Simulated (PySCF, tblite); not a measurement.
# C7H7BO: geometry, infrared bands and NMR shifts

Aim: predict the infrared bands and NMR shifts of C7H7BO (`C=C=CBc1ccco1`).

Computed with tblite 0.8.0 and PySCF 2.14.0, with density-fitted response routines of our own, on a single molecule in the gas phase. Atoms are numbered from 0 throughout.

## (1) The molecule as given

16 atoms, charge 0, multiplicity 1; geometry from: force field or distance geometry start.

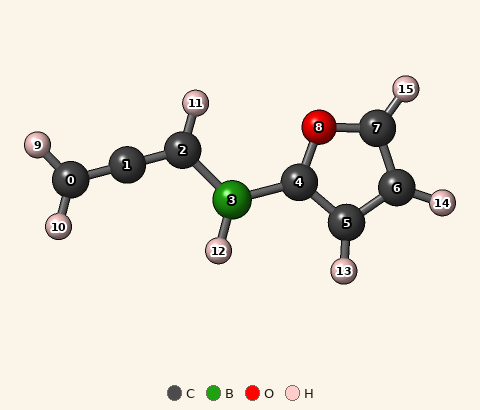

The starting geometry (carbon dark grey, boron green, oxygen red, hydrogen pink), atoms numbered.

## (2) Geometry optimisation with GFN2-xTB

The job: settings as JSON, then the geometry in Å.

```
{"job": {"kind": "relax", "xc": "GFN2-xTB", "basis": "xTB"}, "charge": 0, "multiplicity": 1}
C      4.103900     0.241200    -0.201000
C      2.819700     0.418900     0.021100
C      1.562500     0.581300     0.265400
B      0.499500    -0.360600    -0.396700
C     -1.027400    -0.172300    -0.108600
C     -2.047700    -0.947600    -0.636000
C     -3.210100    -0.411200    -0.135400
C     -2.829400     0.657100     0.663700
O     -1.522800     0.768700     0.649600
H      4.816300     0.905300     0.256700
H      4.421400    -0.561500    -0.846000
H      1.227200     1.387700     0.909200
H      0.850700    -1.247100    -1.083400
H     -1.943700    -1.798700    -1.298200
H     -4.220900    -0.753500    -0.318000
H     -3.506800     1.301300     1.222700
```

On the command line:

```console
$ OMP_NUM_THREADS=1 python probes_run.py task.json out
```

This one command runs all jobs of the session in turn.

Output:

```text
step      E/eV     max force
  0    -645.05727    2.918
  1    -645.20793    3.121
  2    -645.24975    1.320
  3    -645.27631    0.344
  4    -645.28601    0.270
  5    -645.29453    0.273
  6    -645.29920    0.275
  7    -645.30349    0.228
  8    -645.30745    0.152
  9    -645.31054    0.158
 10    -645.31276    0.132
 11    -645.31465    0.133
 12    -645.31671    0.149
 13    -645.31998    0.163
 14    -645.32898    0.343
 15    -645.33421    0.942
 16    -645.36342    0.665
 17    -645.40630    0.761
 18    -645.60402    0.761
 19    -645.66166    0.784
 20    -645.69569    0.769
 21    -645.77481    1.271
 22    -646.00780    1.820
 23    -646.15338    1.188
 24    -646.24025    1.114
 25    -646.29763    0.576
 26    -646.37163    0.644
 27    -646.42236    0.783
 28    -646.46353    1.010
 29    -646.50329    0.886
 30    -646.54609    0.435
 31    -646.57471    0.399
 32    -646.59598    0.386
 33    -646.61220    0.371
 34    -646.62381    0.307
 35    -646.63311    0.296
 36    -646.64063    0.295
 37    -646.64740    0.228
 38    -646.65316    0.182
 39    -646.65724    0.183
 40    -646.66030    0.172
 41    -646.66243    0.145
 42    -646.66494    0.117
 43    -646.66721    0.127
 44    -646.66887    0.079
 45    -646.66964    0.066
 46    -646.67022    0.064
 47    -646.67097    0.077
 48    -646.67174    0.076
 49    -646.67230    0.059
 50    -646.67275    0.059
 51    -646.67336    0.076
 52    -646.67437    0.094
 53    -646.67577    0.088
 54    -646.67706    0.088
 55    -646.67794    0.064
 56    -646.67861    0.060
 57    -646.67918    0.061
 58    -646.67980    0.084
 59    -646.68051    0.092
 60    -646.68132    0.084
 61    -646.68217    0.086
 62    -646.68296    0.088
 63    -646.68363    0.082
 64    -646.68422    0.085
 65    -646.68483    0.072
 66    -646.68555    0.098
 67    -646.68630    0.095
 68    -646.68702    0.076
 69    -646.68777    0.081
 70    -646.68863    0.085
 71    -646.68946    0.104
 72    -646.69008    0.080
 73    -646.69049    0.047
 74    -646.69080    0.054
 75    -646.69108    0.063
 76    -646.69138    0.061
 77    -646.69171    0.038
 78    -646.69195    0.036
 79    -646.69215    0.034
 80    -646.69228    0.025
 81    -646.69233    0.014
 82    -646.69236    0.011
 83    -646.69239    0.008
```

Run time: 0.91 s. Hardware: 1 thread of Arm Neoverse N1, shared host; peak memory 0.18 GiB.

Along the way: (not every step is listed)

| step | energy from step 0 (eV) | largest force (eV/Å) |
| --- | --- | --- |
| 0 | 0.0000 | 2.9176 |
| 1 | -0.1507 | 3.1212 |
| 2 | -0.1925 | 1.3204 |
| 3 | -0.2190 | 0.3437 |
| 4 | -0.2287 | 0.2696 |
| 5 | -0.2373 | 0.2726 |
| 6 | -0.2419 | 0.2746 |
| 7 | -0.2462 | 0.2278 |
| 8 | -0.2502 | 0.1517 |
| 15 | -0.2769 | 0.9424 |
| 22 | -0.9505 | 1.8204 |
| 29 | -1.4460 | 0.8865 |
| 36 | -1.5834 | 0.2949 |
| 43 | -1.6099 | 0.1268 |
| 50 | -1.6155 | 0.0588 |
| 57 | -1.6219 | 0.0613 |
| 64 | -1.6269 | 0.0852 |
| 71 | -1.6322 | 0.1042 |
| 78 | -1.6347 | 0.0361 |
| 79 | -1.6349 | 0.0344 |
| 80 | -1.6350 | 0.0253 |
| 81 | -1.6351 | 0.0140 |
| 82 | -1.6351 | 0.0106 |
| 83 | -1.6351 | 0.0083 |

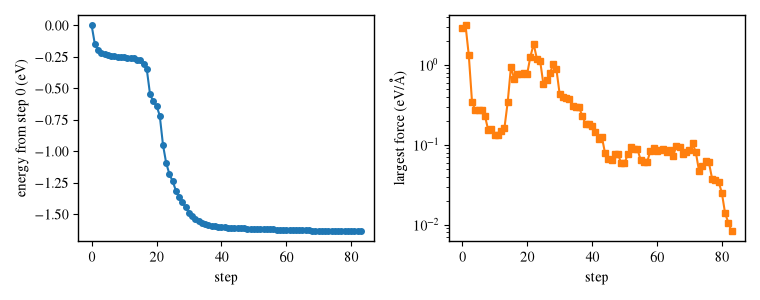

Energy and largest force along the relaxation.

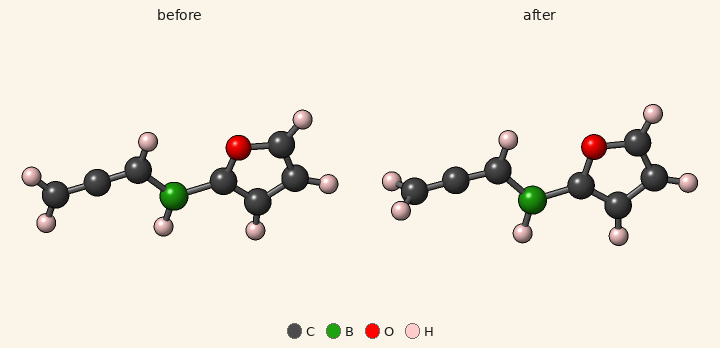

The geometry before (left) and after (right).

Distances of close pairs at the start and the end, largest changes first:

| bond | before (Å) | after (Å) | change (Å) |
| --- | --- | --- | --- |
| C4–O8 | 1.306 | 1.365 | +0.059 |
| B3–C4 | 1.565 | 1.532 | -0.034 |
| C5–C6 | 1.375 | 1.405 | +0.031 |
| C2–B3 | 1.567 | 1.538 | -0.029 |
| C0–C1 | 1.315 | 1.292 | -0.024 |
| C6–C7 | 1.387 | 1.367 | -0.021 |
| C7–O8 | 1.311 | 1.329 | +0.018 |
| C1–C2 | 1.291 | 1.308 | +0.017 |

The final coordinates are the input of the step that follows.

## (3) Infrared spectrum with GFN2-xTB

The job: settings as JSON, then the geometry in Å.

```
{"job": {"kind": "ir", "xc": "GFN2-xTB", "basis": "xTB"}, "charge": 0, "multiplicity": 1}
C      4.075357     0.290645    -0.106835
C      2.804243     0.391563     0.098656
C      1.510417     0.465839     0.274704
B      0.501084    -0.387091    -0.512362
C     -0.995337    -0.228732    -0.226846
C     -2.093331    -0.870405    -0.771772
C     -3.238554    -0.354037    -0.142124
C     -2.776507     0.572829     0.749856
O     -1.450388     0.655579     0.708575
H      4.582466     0.899522    -0.837770
H      4.688155    -0.404071     0.444629
H      1.148756     1.170497     1.016632
H      0.852499    -1.156201    -1.321213
H     -2.064421    -1.622775    -1.533835
H     -4.259790    -0.624701    -0.317956
H     -3.292247     1.210483     1.442447
```

Output:

```text
mode    cm-1     km/mol
  1      46.6      0.74
  2      80.0      0.58
  3      92.7      0.76
  4     172.7      0.32
  5     218.0      0.01
  6     340.7      1.43
  7     343.3      2.46
  8     430.9      1.63
  9     449.9      1.09
 10     583.5      0.10
 11     634.8     13.91
 12     700.8     26.91
 13     733.1     83.25
 14     783.1     12.73
 15     815.6     52.85
 16     827.9      3.20
 17     855.4      0.21
 18     859.5      3.06
 19     879.7     16.10
 20     914.7     29.28
 21     938.3      0.92
 22     980.6      7.45
 23    1044.9      3.30
 24    1054.9     62.28
 25    1121.2     32.44
 26    1132.6      1.58
 27    1135.0      7.17
 28    1211.4     39.40
 29    1232.0     31.48
 30    1301.4    199.55
 31    1379.0     18.17
 32    1410.3     12.65
 33    1418.4    261.79
 34    1538.3     87.27
 35    2053.4    700.81
 36    2647.6    120.91
 37    3005.3     26.76
 38    3075.4     12.64
 39    3081.6     10.14
 40    3153.7      8.48
 41    3175.2     20.53
 42    3185.5     31.53
```

It took 0.85 s on 1 thread of Arm Neoverse N1, shared host; peak memory 0.18 GiB.

The strongest bands and the atoms that carry them (share of the mass-weighted mode):

| cm⁻¹ | km/mol | atoms |
| --- | --- | --- |
| 733 | 83.2 | H12 46 %, B3 32 %, C4 13 % |
| 816 | 52.9 | H10 38 %, H9 38 %, C0 20 % |
| 1055 | 62.3 | H14 42 %, B3 19 %, H12 13 % |
| 1301 | 199.6 | C2 25 %, H9 18 %, H10 18 %, B3 13 % |
| 1418 | 261.8 | C4 31 %, C7 22 %, C6 12 % |
| 1538 | 87.3 | C7 24 %, C4 23 %, C6 22 %, C5 22 % |
| 2053 | 700.8 | C1 68 %, C0 17 %, C2 13 % |
| 2648 | 120.9 | H12 92 % |

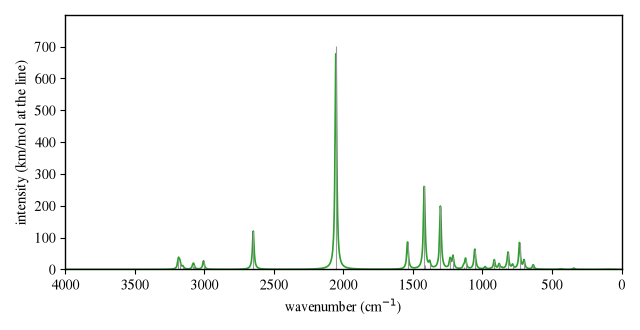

The infrared spectrum from these modes, unscaled. Lines are broadened to a width of 14 cm⁻¹ (Lorentzian).

## (4) Shielding tensors: PBE0/pcSseg-1

Same as in step 3 but for these lines:

```diff
@@ -1,2 +1,2 @@
-{"job": {"kind": "ir", "xc": "GFN2-xTB", "basis": "xTB"}, "charge": 0, "multiplicity": 1}
+{"job": {"kind": "nmr", "xc": "PBE0", "basis": "pcSseg-1"}, "charge": 0, "multiplicity": 1}
 C      4.075357     0.290645    -0.106835
```

Method: GIAO PBE0/pcSseg-1 NMR shielding, non-relativistic, gas phase.

Output:

```text
coarse grid: 14120 points
cycle   1  E = -370.3468828669  dE =  1.603e+00  |g| = 4.927e-01  |ddm| = 3.960e+00
cycle   2  E = -370.3225037638  dE =  2.438e-02  |g| = 6.230e-01  |ddm| = 9.164e-01
cycle   3  E = -370.4033219216  dE = -8.082e-02  |g| = 1.464e-01  |ddm| = 5.312e-01
cycle   4  E = -370.4077902528  dE = -4.468e-03  |g| = 4.463e-02  |ddm| = 1.423e-01
cycle   5  E = -370.4082259706  dE = -4.357e-04  |g| = 1.746e-02  |ddm| = 5.284e-02
cycle   6  E = -370.4083069883  dE = -8.102e-05  |g| = 3.824e-03  |ddm| = 1.838e-02
cycle   7  E = -370.4083100188  dE = -3.031e-06  |g| = 1.788e-03  |ddm| = 4.362e-03
final grid: 138480 points
cycle   8  E = -370.4708803686  dE = -3.008e-05  |g| = 1.056e-02  |ddm| = 4.358e-02
cycle   9  E = -370.4708498404  dE =  3.053e-05  |g| = 1.649e-02  |ddm| = 1.736e-02
cycle  10  E = -370.4709025400  dE = -5.270e-05  |g| = 2.615e-03  |ddm| = 1.170e-02
cycle  11  E = -370.4709042094  dE = -1.669e-06  |g| = 3.658e-04  |ddm| = 2.512e-03
cycle  12  E = -370.4709042364  dE = -2.700e-08  |g| = 1.514e-04  |ddm| = 3.717e-04
cycle  13  E = -370.4709042422  dE = -5.736e-09  |g| = 3.787e-05  |ddm| = 1.456e-04
cycle  14  E = -370.4709042425  dE = -3.573e-10  |g| = 1.248e-05  |ddm| = 4.152e-05
converged SCF energy = -370.4709042425

GIAO shielding tensors (ppm)
atom      isotropic    diamagn.    paramagn.     s11        s22        s33       span
  0 C      117.905     262.809    -144.904     31.061    153.277    169.376    138.316
  1 C      -52.124     261.712    -313.836    -83.892    -81.394      8.913     92.805
  2 C       92.989     262.017    -169.027      2.249    101.729    174.989    172.740
  3 B       50.920     192.200    -141.281      2.171     30.051    120.537    118.366
  4 C       15.047     254.704    -239.657    -73.673     14.791    104.023    177.696
  5 C       45.868     254.426    -208.558    -49.532     32.211    154.924    204.456
  6 C       67.448     260.136    -192.688    -20.000     61.283    161.060    181.060
  7 C       31.146     249.167    -218.021    -53.558     39.254    107.742    161.300
  8 O       16.086     397.568    -381.481   -150.064    -69.404    267.727    417.792
  9 H       26.912      28.966      -2.054     25.162     25.315     30.258      5.096
 10 H       26.916      29.193      -2.277     25.168     25.299     30.281      5.113
 11 H       24.934      31.893      -6.959     21.699     23.928     29.175      7.475
 12 H       25.497      31.919      -6.422     22.302     25.299     28.891      6.589
 13 H       24.061      32.538      -8.477     22.502     23.229     26.452      3.950
 14 H       24.840      30.788      -5.947     23.076     25.496     25.950      2.874
 15 H       23.789      29.072      -5.282     20.868     24.802     25.698      4.831
```

It took 57 s on 1 thread of Arm Neoverse N1, shared host; peak memory 0.83 GiB.

Shifts follow as δ = σ(reference) − σ, with reference shieldings (ppm) from runs at the same level and on the same kind of geometry: 1H TMS 31.72, 13C TMS 186.9, 17O H2O 336.1, 11B BF3·OEt2 100.1. The references are single molecules in the gas phase, so shifts against H2O, NH3, PH3, H3PO4 or CFCl3 are not on the usual liquid scales and can be off by tens of ppm. Atoms listed in one row are averaged.

| atoms | environment | σ (ppm) | δ (ppm) | δ scaled to CDCl3 |
| --- | --- | --- | --- | --- |
| C1 | central carbon of an allene | -52.1 | 239.0 | 231.4 |
| C4 | substituted aromatic carbon next to the ring oxygen | 15.0 | 171.9 | 165.8 |
| C7 | aromatic CH next to the ring oxygen | 31.1 | 155.8 | 150.1 |
| C5 | aromatic CH | 45.9 | 141.1 | 135.8 |
| C6 | aromatic CH | 67.4 | 119.5 | 114.7 |
| C2 | terminal carbon of a cumulated C=C=C unit | 93.0 | 93.9 | 89.8 |
| C0 | terminal carbon of a cumulated C=C=C unit | 117.9 | 69.0 | 65.4 |
| H15 | hydrogen on an aromatic CH next to the ring oxygen | 23.79 | 7.93 | 7.58 |
| H13 | hydrogen on an aromatic CH | 24.06 | 7.66 | 7.32 |
| H14 | hydrogen on an aromatic CH | 24.84 | 6.88 | 6.59 |
| H11 | hydrogen on a terminal carbon of a cumulated C=C=C unit | 24.93 | 6.78 | 6.50 |
| H12 | hydrogen on a boron bonded to 2 C | 25.50 | 6.22 | – |
| H9, H10 | hydrogen on a terminal carbon of a cumulated C=C=C unit | 26.91 | 4.80 | 4.63 |
| B3 | boron bonded to 2 C, H | 50.9 | 49.1 | – |
| O8 | aromatic ring oxygen | 16.1 | 320.0 | – |

The scaled column applies a straight-line fit of computed shieldings to shifts measured in CDCl3 (root-mean-square error 0.16 ppm for H, 1.9 ppm for C).

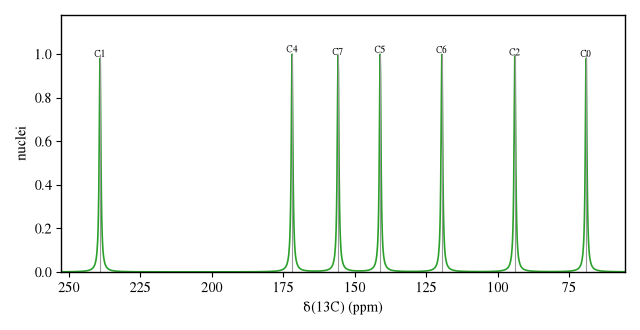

13C lines at the computed shifts, without couplings. Lines are broadened to a width of 0.68 ppm (Lorentzian).

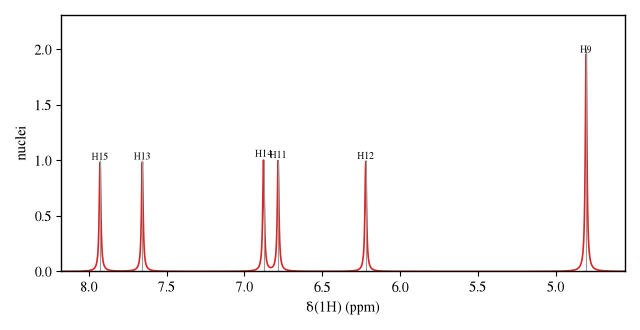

1H lines at the computed shifts, without couplings. Lines are broadened to a width of 0.01 ppm (Lorentzian).

The run also stored atomic charges by several schemes (e):

| atoms | Mulliken | IAO | Hirshfeld | ESP fit |
| --- | --- | --- | --- | --- |
| C0 | -0.17 | -0.39 | -0.12 | -0.66 |
| C1 | -0.14 | 0.12 | 0.05 | 0.25 |
| C2 | -0.36 | -0.33 | -0.14 | -0.28 |
| B3 | 0.40 | 0.07 | 0.10 | 0.11 |
| C4 | 0.00 | 0.03 | -0.02 | 0.12 |
| C5 | -0.11 | -0.16 | -0.06 | -0.24 |
| C6 | -0.17 | -0.23 | -0.09 | -0.19 |
| C7 | 0.19 | 0.04 | 0.03 | -0.08 |
| O8 | -0.37 | -0.22 | -0.05 | -0.10 |

IAO charges:

C0 -0.39; C1 0.12; C2 -0.33; B3 0.07; C4 0.03; C5 -0.16; C6 -0.23; C7 0.04; O8 -0.22; H9 0.18; H10 0.18; H11 0.17; H12 0.01; H13 0.17; H14 0.17; H15 0.18

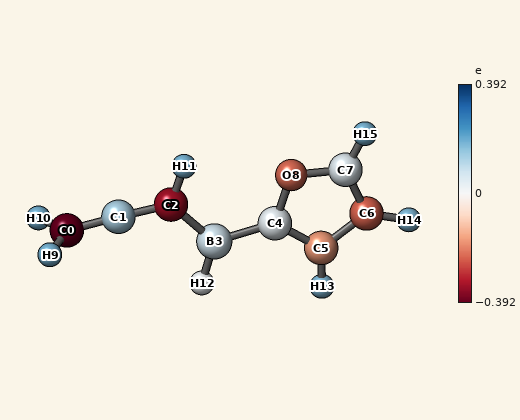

IAO charges, as colours on the atoms.

Mayer bond orders: C0–C1 2.09, C1–C2 1.88, C2–B3 1.00, B3–C4 1.05, C4–C5 1.49, C5–C6 1.31, C6–C7 1.53, C7–O8 1.14, O8–C4 0.97.

Ring of atoms C4, C5, C6, C7, O8: NICS(0) -10.6, NICS(1) -10.5, NICS(1)zz -27.0 ppm (means of both faces).

## (5) Summary of results

| quantity | value |
| --- | --- |
| strongest single infrared mode (GFN2-xTB) | 2053 cm⁻¹, 701 km/mol |
| zero-point energy (GFN2-xTB) | 73.0 kcal/mol |
| 13C shifts against TMS (PBE0/pcSseg-1) | 239.0, 171.9, 155.8, 141.1, 119.5, 93.9, 69.0 ppm |
| 1H shifts against TMS (PBE0/pcSseg-1, means over atoms taken as alike) | 7.93, 7.66, 6.88, 6.78, 6.22, 4.80 ppm |
| 11B shifts against BF3·OEt2 (PBE0/pcSseg-1) | 49.1 ppm |
| 17O shifts against H2O (PBE0/pcSseg-1) | 320.0 ppm |

In words: Over 83 steps the energy fell by 1.635 eV; of the close pairs, C4–O8 changed most, 1.306 to 1.365 Å. No mode is imaginary among the 42: a minimum at this level. The strongest single mode, at 2053 cm⁻¹, moves mainly C1. Unscaled tight-binding wavenumbers are off by several per cent, some by more. Its intensities can rank the bands wrongly. The most deshielded carbon is C1 (central carbon of an allene), at 239.0 ppm: the central sp carbon of an allene is among the most deshielded carbons of hydrocarbons. At PBE0/pcSseg-1: The largest span, 418 ppm, is at O8, where the paramagnetic term is -381 ppm. NICS(1)zz of -27 ppm above the planar ring from C4 marks a diatropic (aromatic) ring current.
